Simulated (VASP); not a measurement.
Band structure of MgSe (space group F-43m). These are modified Becke-Johnson potential (mBJ), VASP's PBE PAW potentials (set 64) (plane waves; VASP) values and carry that method's errors.

mBJ is a potential without an energy functional, so only the levels count.

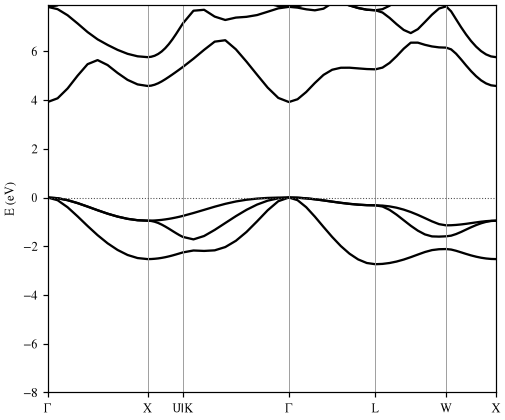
Figure. Bands along high-symmetry lines, zero at the valence-band maximum or, without a gap, the Fermi level

Question: Read the plot: is there a gap, and where are the band edges?

Answer: The gap is direct, 3.92 eV, from the valence maximum at Γ to the conduction minimum at Γ.

The structure comes from a computed database's MgSe entry (F-43m); how it stands against other phases isn't given here. It was relaxed first. The cell's shape comes from a PBE relaxation.
